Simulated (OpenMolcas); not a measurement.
## Run report: RuO4 (charge −2), single-point calculation (part 1 of 2)

RuO4, charge −2, computed with CASPT2/ANO-R1, sfX2C (OpenMolcas 26.06).

The geometry is that of the parent species in another charge or spin state. The geometry comes from this level: GFN2-xTB.

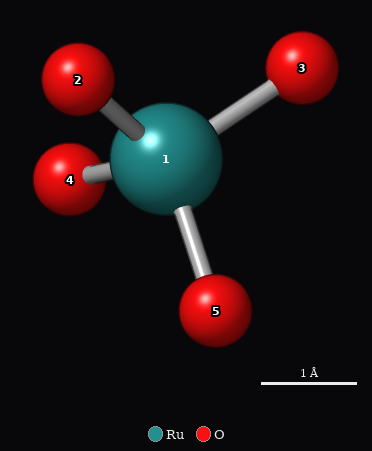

Figure 1. The structure as given in the input (ball-and-stick view, seen at a tilt; atoms are numbered from 1 in the order of the input). Sticks mark near contacts. Bond lengths as drawn: O–Ru 1.78 Å.

**Input file**
```
* O4Ru CASPT2

&GATEWAY
  Coord
  struct.xyz
  Basis
  ANO-R1
  Group
  NoSym
  RICD

&SEWARD

&RASSCF
  FileOrb
  $CurrDir/step2.RasOrb
  Spin
  1
  Nactel
  8 0 0
  Inactive
  35
  Ras2
  5
  OrbListing
  Nothing

&CASPT2
  Imaginary
  0.3
```

**File struct.xyz**
```
5

Ru     0.001480    -0.004960     0.007950
O      0.008630    -0.016500     1.783530
O      1.670520     0.015000    -0.609560
O     -0.841460     1.453130    -0.574630
O     -0.839160    -1.446680    -0.607290
```

Launch command:
```bash
export MOLCAS_MEM=1860
pymolcas step7.inp > step7.log
```

**The program's output**
```
--- Start Module: gateway ---

                                              &GATEWAY

                       available to each process: 1.9 GB of memory, 1 thread

++    Symmetry information:
      ---------------------

                    Character Table for C1

                             E
                    a        1  x, y, xy, Rz, z, xz, Ry, yz, Rx, I
--

++    Basis set information:
      ----------------------

      Basis set label: RU.ANO-R...6S4P3D1F.

      Electronic valence basis set:
      ------------------
      Associated Effective Charge  44.000000 au
      Associated Actual Charge     44.000000 au
      Nuclear Model: Finite nucleus - Gaussian distribution
        Gaussian exponent, Xi/bohr**(-2):  2.09653E+08

      Shell  nPrim  nBasis  Cartesian Spherical Contaminant
         s      23       6        X
         p      16       4        X
         d      12       3                 X
         f       6       1                 X

      Basis set label: O.ANO-R...3S2P1D.

      Electronic valence basis set:
      ------------------
      Associated Effective Charge   8.000000 au
      Associated Actual Charge      8.000000 au
      Nuclear Model: Finite nucleus - Gaussian distribution
        Gaussian exponent, Xi/bohr**(-2):  5.86314E+08

      Shell  nPrim  nBasis  Cartesian Spherical Contaminant
         s      13       3        X
         p       8       2        X
         d       4       1                 X
--

++    Molecular structure info:
      -------------------------

                    ************************************************
                    **** Cartesian Coordinates / bohr, angstrom ****
                    ************************************************

     Center  Label                x              y              z                     x              y              z
        1      RU1              0.002797      -0.009373       0.015023              0.001480      -0.004960       0.007950
        2      O2               0.016308      -0.031180       3.370383              0.008630      -0.016500       1.783530
        3      O3               3.156825       0.028346      -1.151901              1.670520       0.015000      -0.609560
        4      O4              -1.590129       2.746018      -1.085893             -0.841460       1.453130      -0.574630
        5      O5              -1.585783      -2.733829      -1.147612             -0.839160      -1.446680      -0.607290

                    ***************************************
                    *    InterNuclear Distances / bohr    *
                    ***************************************

               1 RU1           2 O2            3 O3            4 O4            5 O5
    1 RU1      0.000000
    2 O2       3.355458        0.000000
    3 O3       3.363188        5.506128        0.000000
    4 O4       3.367730        5.491072        5.470253        0.000000
    5 O5       3.361245        5.503025        5.488347        5.480196        0.000000

                    *******************************************
                    *    InterNuclear Distances / angstrom    *
                    *******************************************

               1 RU1           2 O2            3 O3            4 O4            5 O5
    1 RU1      0.000000
    2 O2       1.775632        0.000000
    3 O3       1.779722        2.913718        0.000000
    4 O4       1.782126        2.905750        2.894733        0.000000
    5 O5       1.778694        2.912075        2.904308        2.899995        0.000000
--

            Nuclear Potential Energy            488.75865278 au

--- Stop Module: gateway /rc=_RC_ALL_IS_WELL_ ---
--- Module gateway spent 4 seconds ---

--- Start Module: seward ---

                                              &SEWARD

                       available to each process: 1.9 GB of memory, 1 thread

               SEWARD will generate:
                  Multipole Moment integrals up to order  2
                  Kinetic Energy integrals
                  Nuclear Attraction integrals (finite nuclei - Gaussian type)
                  One-Electron Hamiltonian integrals
                  Velocity integrals
                  Relativistic X2C integrals
                  Orbital angular momentum around (  0.0015  -0.0049   0.0078 )
                  Velocity quadrupole around (  0.0015  -0.0049   0.0078 )
                  Atomic mean-field integrals
                  RI decomposed two-electron repulsion integrals stored Cholesky style
                   - acCD auxiliary basis
                   - CD Threshold:   1.00E-04

                   Integrals are discarded if absolute value <: 1.00E-14
                   Integral cutoff threshold is set to       <: 1.00E-16

            Nuclear Potential Energy            488.75865278 au

      Basis set specifications :
      Symmetry species         a
      Basis functions           96

--- Stop Module: seward /rc=_RC_ALL_IS_WELL_ ---
--- Module seward spent 5 seconds ---

--- Start Module: rasscf ---

                                              &RASSCF

                       available to each process: 1.9 GB of memory, 1 thread

      Header of the ONEINT file:
      --------------------------

      OrdInt status: non-squared

      Cartesian coordinates in angstrom:
      -----------------------------------------------------
      No.  Label        X            Y            Z
      -----------------------------------------------------
       1   RU1        0.00148000  -0.00496000   0.00795000
       2   O2         0.00863000  -0.01650000   1.78353000
       3   O3         1.67052000   0.01500000  -0.60956000
       4   O4        -0.84146000   1.45313000  -0.57463000
       5   O5        -0.83916000  -1.44668000  -0.60729000
      -----------------------------------------------------
      Nuclear repulsion energy =  488.75865278

++    Wave function specifications:
      -----------------------------

      Number of closed shell electrons          70
      Number of electrons in active shells       8
      Max number of holes in RAS1 space          0
      Max nr of electrons in RAS3 space          0
      Number of inactive orbitals               35
      Number of active orbitals                  5
      Number of secondary orbitals              56
      Spin quantum number                      0.0
      State symmetry                             1
--

++    Orbital specifications:
      -----------------------

      Symmetry species                           1
                                                 a
      Frozen orbitals                            0
      Inactive orbitals                         35
      Active orbitals                            5
      RAS1 orbitals                              0
      RAS2 orbitals                              5
      RAS3 orbitals                              0
      Secondary orbitals                        56
      Deleted orbitals                           0
      Number of basis functions                 96
--

++    CI expansion specifications:
      ----------------------------

      Number of CSFs                            15
      Number of spin combinations               15
      Number of determinants                    25
      Number of root(s) required                 1
      Root chosen for geometry opt.              1
      CI root used                               1

      highest root included in the CI            1
      max. size of the explicit Hamiltonian     15
--

++    Optimization specifications:
      ----------------------------

      RASSCF algorithm: LK RI/DF
      Maximum number of macro iterations       200
      Maximum number of SX iterations          100
      Threshold for RASSCF energy            1.000E-08
      Threshold for max MO rotation          1.000E-01
      Threshold for max BLB element          1.000E-04
      Level shift parameter                  5.000E-01
      Make Quasi-Newton update
--

      The MO-coefficients are taken from the file:
      step2.RasOrb
      Title: RASSCF average (pseudo-natural) orbitals

      Total molecular charge   -2.00

      ************************************************************************************************************************
      *                                            Wave function control section                                             *
      ************************************************************************************************************************

                                         RASSCF iterations: Energy and convergence statistics
                                         ----------------------------------------------------

          iter iter root      energy       change     param      element    value   shift minimum  type update hh:mm:ss
 Nr of preliminary CI iterations:   1
      Total energies have been shifted. Add                -4000.00 au
        1   1   68    1  -827.38486608    0.00E+00   1.10E-01*  31  44 1 -8.33E-02*  0.38   0.00    SX    NO    0:00:00
        2   1  101    1  -827.40145328   -1.66E-02* -1.19E-01*  29  45 1  5.92E-02*  0.28   0.00    SX    NO    0:00:00
        3   1   85    1  -827.40400969   -2.56E-03*  1.75E-01*  29  45 1 -8.10E-02*  0.25   0.00    SX    NO    0:00:00
        4   1   38    1  -827.41273359   -8.72E-03*  1.04E-01*  29  45 1  8.81E-02*  0.16   0.00    SX    NO    0:00:00
        5   1  101    1  -827.41271471    1.89E-05*  3.72E-02   29  45 1 -1.06E-01*  0.21   0.50    SX   YES    0:00:00
        6   1   35    1  -827.43096078   -1.82E-02* -5.45E-02   29  45 1  4.64E-02*  0.17   0.76    QN   YES    0:00:00
        7   1   34    1  -827.43457210   -3.61E-03* -6.47E-02   30  46 1  1.86E-02*  0.16   2.50    LS   YES    0:00:00
        8   1   35    1  -827.43596993   -1.40E-03* -2.26E-02   29  45 1 -3.15E-02*  0.16   0.85    QN   YES    0:00:00
        9   1   42    1  -827.44003372   -4.06E-03* -5.01E-02   37  51 1  9.53E-03*  0.17   1.14    QN   YES    0:00:00
       10   1   44    1  -827.44242850   -2.39E-03* -3.37E-02   29  45 1 -9.68E-03*  0.16   1.13    QN   YES    0:00:00
       11   1   51    1  -827.44397840   -1.55E-03* -2.18E-02   36  47 1  6.92E-03*  0.15   1.11    QN   YES    0:00:00
       12   1   47    1  -827.44479070   -8.12E-04* -3.12E-02   37  53 1 -4.27E-03*  0.15   1.33    QN   YES    0:00:00
       13   1   47    1  -827.44535262   -5.62E-04*  1.50E-02   31  44 1  2.96E-03*  0.14   0.97    QN   YES    0:00:00
       14   1   44    1  -827.44545745   -1.05E-04* -4.99E-02   29  45 1 -3.44E-03*  0.14   2.50    QN   YES    0:00:00
       15   1   42    1  -827.44558207   -1.25E-04*  4.57E-02   36  44 1 -1.75E-03*  0.14   1.22    QN   YES    0:00:00
       16   1   47    1  -827.44568712   -1.05E-04*  1.25E-01*  31  44 1 -1.92E-03*  0.14   2.45    QN   YES    0:00:00
       17   1   51    1  -827.44588599   -1.99E-04*  8.79E-02   28  44 1 -2.00E-03*  0.14   1.35    QN   YES    0:00:00
       18   1   52    1  -827.44599912   -1.13E-04* -8.13E-02   28  44 1 -1.94E-03*  0.14   1.63    QN   YES    0:00:00
       19   1   49    1  -827.44610677   -1.08E-04*  5.47E-02   36  47 1  1.79E-03*  0.14   1.54    QN   YES    0:00:00
       20   1   49    1  -827.44618341   -7.66E-05*  3.47E-02   36  44 1  1.47E-03*  0.14   1.59    QN   YES    0:00:00
       21   1   47    1  -827.44622397   -4.06E-05*  8.56E-03   31  44 1  7.44E-04*  0.13   1.38    QN   YES    0:00:00
       22   1   51    1  -827.44624211   -1.81E-05*  8.51E-03   31  44 1  6.02E-04*  0.13   1.53    QN   YES    0:00:00
       23   1   42    1  -827.44625396   -1.19E-05*  9.68E-03   36  44 1 -3.67E-04*  0.13   1.32    QN   YES    0:00:00
       24   1   36    1  -827.44626213   -8.17E-06*  1.59E-02   36  44 1 -4.36E-04*  0.13   1.67    QN   YES    0:00:00
       25   1   59    1  -827.44627133   -9.20E-06*  1.42E-02   31  44 1 -5.53E-04*  0.13   1.24    QN   YES    0:00:00
       26   1   47    1  -827.44627838   -7.05E-06* -3.33E-02   31  44 1 -4.22E-04*  0.13   2.18    QN   YES    0:00:00
       27   1   46    1  -827.44628921   -1.08E-05* -2.16E-02   31  44 1 -5.12E-04*  0.13   1.20    QN   YES    0:00:00
       28   1   52    1  -827.44629803   -8.81E-06* -5.85E-02   36  44 1  4.27E-04*  0.13   2.28    QN   YES    0:00:00
       29   1   69    1  -827.44631630   -1.83E-05* -7.34E-02   29  45 1  7.30E-04*  0.13   1.59    QN   YES    0:00:00
       30   1   73    1  -827.44634023   -2.39E-05* -1.15E-01*  31  44 1  1.13E-03*  0.13   1.81    QN   YES    0:00:00
       31   1   74    1  -827.44637681   -3.66E-05* -1.03E-01*  31  44 1  1.88E-03*  0.13   1.41    QN   YES    0:00:00
       32   1   64    1  -827.44641868   -4.19E-05* -8.33E-02   31  44 1  2.31E-03*  0.13   1.49    QN   YES    0:00:00
       33   1   72    1  -827.44648517   -6.65E-05* -6.39E-02   31  44 1  2.21E-03*  0.13   1.77    QN   YES    0:00:00
       34   1   67    1  -827.44658887   -1.04E-04*  3.87E-02   40  47 1 -1.44E-03*  0.13   1.69    QN   YES    0:00:00
       35   1   72    1  -827.44667968   -9.08E-05*  3.25E-02   40  45 1 -1.27E-03*  0.13   1.69    QN   YES    0:00:00
       36   1   69    1  -827.44674791   -6.82E-05*  3.88E-02   29  45 1 -1.24E-03*  0.13   1.64    QN   YES    0:00:00
       37   1   57    1  -827.44680266   -5.48E-05* -3.59E-02   31  44 1 -1.09E-03*  0.13   1.70    QN   YES    0:00:00
       38   1   63    1  -827.44685153   -4.89E-05*  6.76E-02   31  44 1 -1.20E-03*  0.13   1.47    QN   YES    0:00:00
       39   1   68    1  -827.44689203   -4.05E-05*  3.74E-02   40  45 1  1.23E-03*  0.13   1.10    QN   YES    0:00:00
       40   1   68    1  -827.44693113   -3.91E-05*  2.75E-02   40  45 1  8.91E-04*  0.12   1.80    QN   YES    0:00:00
       41   1   56    1  -827.44697173   -4.06E-05* -2.39E-02   36  45 1  7.71E-04*  0.12   1.51    QN   YES    0:00:00
       42   1   63    1  -827.44699819   -2.65E-05* -2.31E-02   22  39 1 -6.51E-04*  0.12   1.36    QN   YES    0:00:00
       43   1   58    1  -827.44701677   -1.86E-05* -3.06E-02   40  47 1 -5.88E-04*  0.11   1.74    QN   YES    0:00:00
       44   1   60    1  -827.44703612   -1.94E-05* -3.17E-02   37  47 1  4.77E-04*  0.11   1.86    QN   YES    0:00:00
       45   1   58    1  -827.44705310   -1.70E-05*  2.95E-02   27  44 1 -4.70E-04*  0.10   1.80    QN   YES    0:00:00
       46   1   58    1  -827.44706606   -1.30E-05*  2.62E-02   36  45 1 -4.22E-04*  0.10   1.81    QN   YES    0:00:00
       47   1   58    1  -827.44707642   -1.04E-05*  2.13E-02   40  51 1  2.73E-04*  0.10   1.73    QN   YES    0:00:00
       48   1   49    1  -827.44708424   -7.82E-06*  1.72E-02   37  47 1 -2.86E-04*  0.09   1.79    QN   YES    0:00:00
       49   1   50    1  -827.44709013   -5.89E-06*  1.22E-02   27  44 1  2.80E-04*  0.09   1.68    QN   YES    0:00:00
       50   1   49    1  -827.44709421   -4.08E-06*  9.89E-03   27  44 1  2.30E-04*  0.10   1.64    QN   YES    0:00:00
       51   1   51    1  -827.44709716   -2.95E-06*  7.35E-03   22  39 1 -2.03E-04*  0.10   1.61    QN   YES    0:00:00
       52   1   43    1  -827.44709923   -2.07E-06* -5.57E-03   33  44 1  1.26E-04*  0.10   1.54    QN   YES    0:00:00
       53   1   42    1  -827.44710059   -1.36E-06*  5.11E-03   37  47 1  1.36E-04*  0.10   1.73    QN   YES    0:00:00
       54   1   43    1  -827.44710156   -9.74E-07*  3.58E-03   37  47 1  8.39E-05   0.10   1.55    QN   YES    0:00:00
       55   1   42    1  -827.44710215   -5.87E-07*  3.03E-03   33  44 1 -6.05E-05   0.10   1.70    QN   YES    0:00:00
       56   1   41    1  -827.44710259   -4.38E-07*  2.41E-03   33  44 1 -6.65E-05   0.10   1.64    QN   YES    0:00:00
       57   1   41    1  -827.44710290   -3.11E-07*  2.15E-03   27  44 1  5.88E-05   0.10   1.83    QN   YES    0:00:00
       58   1   40    1  -827.44710314   -2.44E-07* -2.04E-03   38  50 1  4.33E-05   0.10   1.72    QN   YES    0:00:00
       59   1   35    1  -827.44710332   -1.72E-07* -2.01E-03   28  45 1  3.63E-05   0.10   1.69    QN   YES    0:00:00
       60   1   35    1  -827.44710343   -1.19E-07* -1.49E-03   31  45 1  3.61E-05   0.10   1.51    QN   YES    0:00:00
       61   1   36    1  -827.44710351   -7.67E-08* -1.25E-03   31  45 1  3.15E-05   0.10   1.49    QN   YES    0:00:00
       62   1   36    1  -827.44710357   -5.39E-08* -9.53E-04   29  45 1 -1.75E-05   0.10   1.41    QN   YES    0:00:00
       63   1   35    1  -827.44710360   -3.85E-08*  9.77E-04   28  45 1 -1.74E-05   0.10   1.50    QN   YES    0:00:00
       64   1   32    1  -827.44710364   -3.60E-08*  1.14E-03   28  45 1 -2.26E-05   0.10   1.48    QN   YES    0:00:00
       65   1   32    1  -827.44710368   -3.64E-08*  1.19E-03   31  45 1 -2.67E-05   0.10   1.56    QN   YES    0:00:00
```
